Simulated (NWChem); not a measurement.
# FH (hydrogen fluoride): B3LYP/aug-pcseg-2

Aim: the electronic atomisation energy of FH (hydrogen fluoride) at B3LYP/aug-pcseg-2, from 3 runs. 

Program for the calculation: NWChem 7.3.0.

### Step 1. Starting point

FH: 2 atoms, total charge 0, spin state singlet. As SMILES, `F`. Geometry: relaxed at PBE0-D4/def2-TZVP.

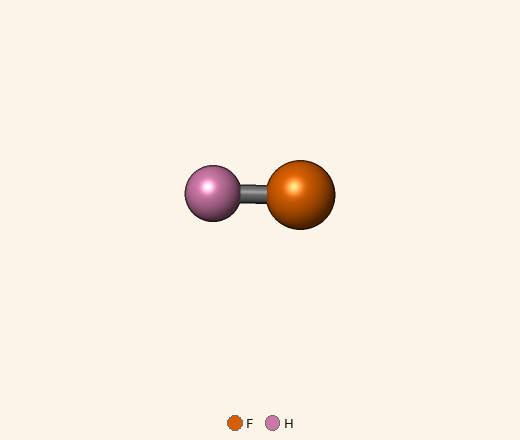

The structure, seen from a chosen angle (fluorine orange, hydrogen pink).

### Step 2. The energy at B3LYP/aug-pcseg-2

Contents of nw.nw:

```
START nw
memory 2200 mb
GEOMETRY noautosym nocenter noautoz
F     -0.390000     0.144600    -0.196400
H      0.390000    -0.144600     0.196400
END
BASIS spherical bse
* library aug-pcseg-2
END
DFT
xc b3lyp
grid fine
convergence energy 1e-08
iterations 100
mulliken
print low
END
TASK dft energy
```

Run with:

```
nwchem nw.nw > nw.out
```

Log:

```text
Northwest Computational Chemistry Package (NWChem) 7.3.0
             --------------------------------------------------------

           Job information
           ---------------

    nwchem branch   = 7.3.0
    use scalapack   = T
    input           = nw.nw
    prefix          = nw.
    data base       = ./nw.db
    status          = startup
    nproc           =        1

           Memory information
           ------------------

[... 5 lines left out ...]
    hardfail = no
[... 31 lines left out ...]
            Nuclear Dipole moment (a.u.)
[... 69 lines left out ...]
         Total DFT energy =     -100.493682846532
[... 1 line left out ...]
           Coulomb energy =       55.626792413733
[... 1 line left out ...]
 Nuclear repulsion energy =        5.176952686031
[... 14 lines left out ...]
     -------------------------------------------
      Total Density - Lowdin Population Analysis
     -------------------------------------------

    Atom       Charge   Shell Charges
 -----------   ------   -------------------------------------------------------
    1 F    9     8.76   1.99  0.60  0.61  0.31  0.06  2.23  2.08  0.79  0.06  0.00  0.01  0.01  0.00  0.00
    2 H    1     1.24   0.32  0.20  0.04  0.01  0.06  0.33  0.10  0.11  0.08

 Task  times  cpu:        2.3s     wall:        2.3s
 Total times  cpu:        2.3s     wall:        2.3s
```

It took 2.8 s on 1 thread of Intel Xeon Platinum 8375C at 2.90GHz (Ice Lake), shared host; peak memory 0.11 GiB.

### Step 3. The F atom

Contents of work.xyz:

```xyz
1

F      0.000000     0.000000     0.000000
```

Contents of work.nw:

```
start work
memory stack 880 mb heap 220 mb global 1100 mb
charge 0

geometry noautosym nocenter noautoz
load format xyz work.xyz
end

basis spherical bse
* library aug-pcseg-2
end

dft
xc b3lyp
mult 2
grid fine
convergence energy 1e-08
maxiter 100
mulliken
print low
end

task dft energy
```

Run the same way, it converges to -99.76908 Eh (log not shown).

### Step 4. The H atom at the same level

Contents of test.nw:

```
START test
TITLE "H"
memory total 2200 mb

GEOMETRY units angstroms noautosym nocenter noautoz
  H     0.000000    0.000000    0.000000
END

BASIS "ao basis" spherical bse
  * library aug-pcseg-2
END

DFT
  xc b3lyp
  mult 2
  grid fine
  convergence energy 1e-08
  maxiter 100
  mulliken
  noprint "final vectors analysis"
END

TASK dft energy
```

Run the same way, it converges to -0.50237 Eh (log not shown).

### Step 5. Summary of results

Level: B3LYP/aug-pcseg-2.

```
                     quantity          value
       molecule: total energy  -100.49368 Eh
         F atom: total energy   -99.76908 Eh
                 F atom: ⟨S²⟩          0.752
         H atom: total energy    -0.50237 Eh
                 H atom: ⟨S²⟩          0.750
electronic atomisation energy       6.047 eV
```

**Reading.** Taking the molecule apart into free atoms costs 6.05 eV (139 kcal/mol), before zero-point energy and without spin-orbit coupling.
